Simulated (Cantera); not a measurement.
Input: 1 mol Al2O3, 0.52 mol Cl2, equilibrated at 35.0 mbar.

These are equilibrium values from Cantera (NASA tables, ideal gas, pure condensed phases), not measurements of a reactor. Candidate condensed phases: Al, AlCl3, Al2O3; 17 gas species. Condensed phases not in the tables: AlOCl. The numbers say what is thermodynamically allowed, not how fast it happens.

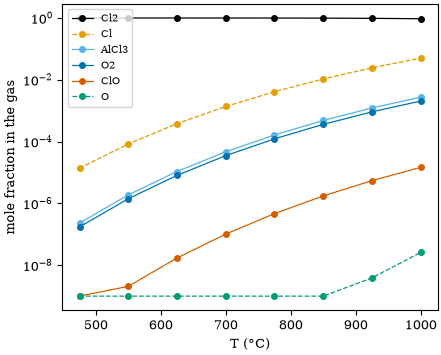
Fig. 1. Equilibrium gas composition (values under 1e-9 drawn at 1e-9)

From 475 °C to 1000 °C the condensed part is Al2O3(s). The main Al-bearing gas is AlCl3 throughout.
